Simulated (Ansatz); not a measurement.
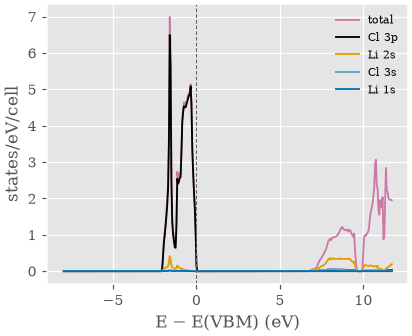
*Total and projected density of states of LiCl (zinc blende, F-43m), plane-wave PAW r²SCAN (Ansatz code)*

Task: Which orbitals carry the states next to the gap?

Result: Top 1 eV of the valence band: Cl 3p 98 %. Bottom 1 eV of the conduction band: Li 2s 40 %, Cl 3s 10 %, outside the projected shells 46 %. Projections are on Löwdin-orthogonalised atomic valence shells; empty p or d shells of many metals are not among them.

Task: Where is the tallest occupied peak in this window, and what makes it?

Result: Near -1.6 eV, about 7.0 states/eV per cell; the largest projected share is Cl 3p.

The start of the workflow was typed in or built on a structure type; neither database checked (COD, Materials Project) lists it. It is not the phase usual at ambient conditions (space group No. 225). The r²SCAN relaxation kept the symmetry of its start; its stability against distortions is not shown here.

Potentials: the later of the program's two PAW sets.
